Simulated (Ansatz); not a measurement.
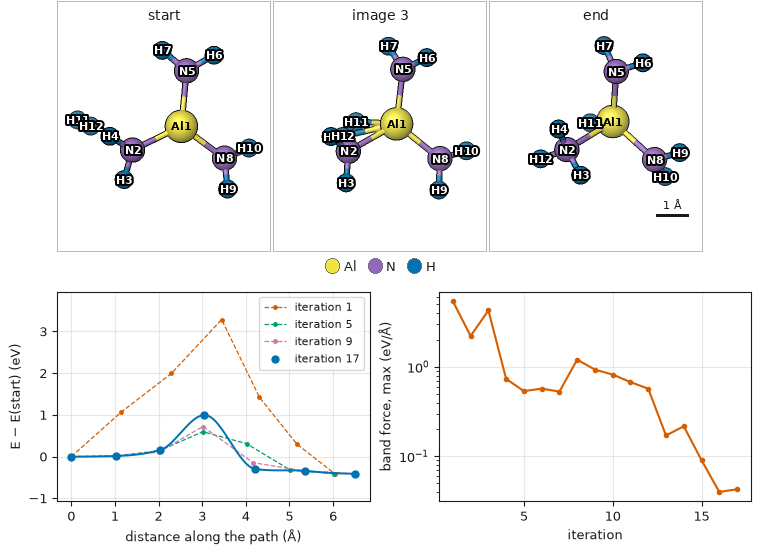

A search for the minimum-energy path of AlN3H8, made up at the start of AlN$_{3}$H$_{6}$ and H₂ by the nudged elastic band. Images are numbered from 0 (start) to 6 (end). The plot follows the band through its iterations. A ball-and-stick model, seen face on.

Theory: RKS B3LYP-D4/6-31G* in Ansatz. Run with 5 movable images; climbing image; force threshold 0.05 eV/Å; iteration limit 60; starting path through a guess of the saddle point.

Question: Judge this run.

Answer: The result is final at these settings. The band converged in 17 iterations. The largest component of the band force went from 5.4 to 0.043 eV/Å. The climbing image converged on the top of the path. Its vibrational analysis gives one imaginary mode (1338i cm⁻¹), as a transition state must have. The first iteration put the highest image at 3.29 eV. The energy climbs by 1.00 eV to image 3 and then falls by 1.41 eV, so the end point sits at −0.41 eV.

Limits of the set-up: the start holds two separate molecules, 2.6 Å apart at their closest, whose relative position is a soft coordinate.

The run took 5.1 min on 1 thread of Arm Neoverse V1, with other jobs on the host, peak memory 0.16 GiB.
